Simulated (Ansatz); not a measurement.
The calculation's input:

```
crystal:
  periodic: [false, false, false]
  atoms:
    - { symbol: Al, position_ang: [0.063121, 0.276858, -0.080208] }
    - { symbol: H, position_ang: [-0.050744, 0.09231, 1.481417] }
    - { symbol: H, position_ang: [1.458729, 0.72033, -0.727381] }
    - { symbol: H, position_ang: [-1.26283, 0.099791, -0.960444] }
    - { symbol: S, position_ang: [0.285515, -2.978056, 1.034127] }
    - { symbol: H, position_ang: [-1.0263, -3.0913, 0.661928] }
    - { symbol: H, position_ang: [0.032109, -1.762932, 1.660061] }
basis:
  gaussian: { orbitals: def2-SVP }
hamiltonian:
  xc: pbe
  dispersion: d4
relax:
  f_tol: 0.03
  max_steps: 50
output:
  orbitals: {}
```

Run with:

```sh
ansatz run input.yaml --threads 1 --pin off --max-ram 2048MiB --backend cpu --events-out ev --progress --plain --runs-dir out
```

The fields are those of the relaxed geometry.

Level of theory: Ansatz 0.2.0, RKS PBE-D4/def2-SVP.

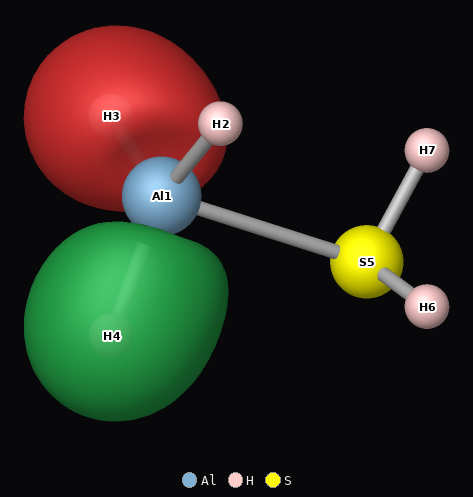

AlH₅S. The HOMO−1 at ±0.15 Å⁻³ᐟ² (green and red are the two phases), seen at a tilt.

Describe this orbital and give its energy.

Its weight (Hirshfeld) is mainly on Al1 (about 35 %), H3 (about 30 %) and H4 (about 30 %). Its energy is −6.53 eV.
